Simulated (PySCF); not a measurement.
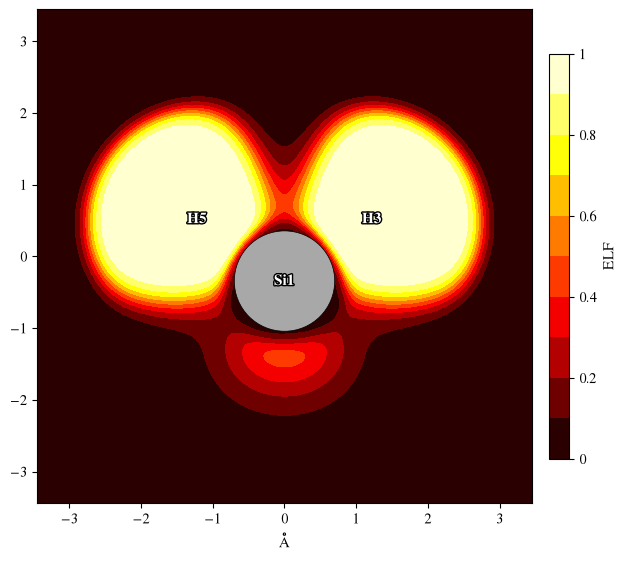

SiH4 (SMILES [SiH4]). Electron localisation function on the plane of atoms H3, Si1 and H5. Grey discs cover the atomic cores.

Geometry: PBE0-D3(BJ)/def2-SVP.

All numbers below come from DFT single point, gas phase, functional wB97X in PySCF.

| atom | x (Å) | y (Å) | z (Å) |
| --- | --- | --- | --- |
| Si | -0.0474 | 0.0183 | -0.3129 |
| H | -0.1329 | 1.4128 | 0.2133 |
| H | -1.1126 | -0.8173 | 0.3163 |
| H | 1.2922 | -0.5548 | 0.0126 |
| H | -0.2361 | 0.0328 | -1.7938 |

Q: What does the map show?

A: The section cuts through Si and H sites. Si–H (1.49 Å): the ELF climbs to about 1 towards the hydrogen, as it does in any bond to H.
